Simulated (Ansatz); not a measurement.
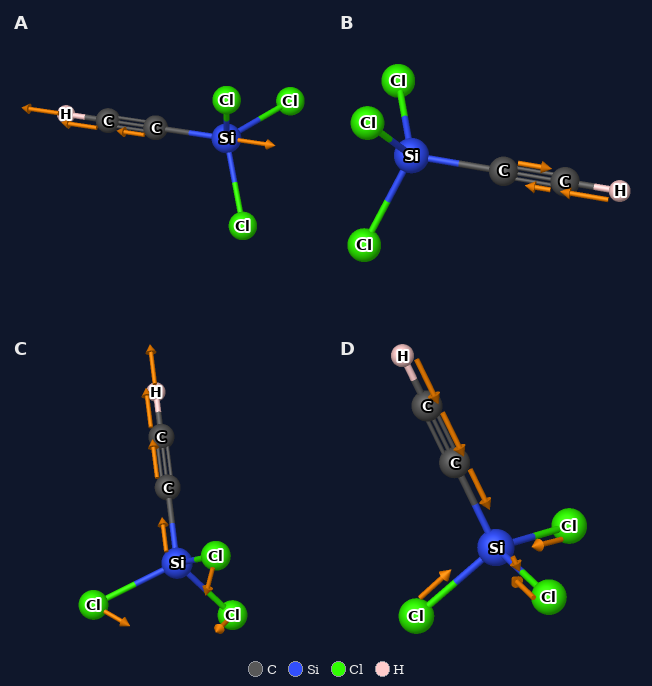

4 normal modes of one molecule or complex, as arrows. Harmonic vibrations computed with RKS PBE0-D4/def2-TZVP (Ansatz 0.2.0) at a stationary point of the same level.

**Match the panels to the wavenumbers 222 cm⁻¹, 439 cm⁻¹, 703 cm⁻¹, 2176 cm⁻¹.**

A: 703 cm⁻¹, C–Si stretching
B: 2176 cm⁻¹
C: 222 cm⁻¹, angle bending
D: 439 cm⁻¹, in-phase stretching of 3 Cl–Si bonds
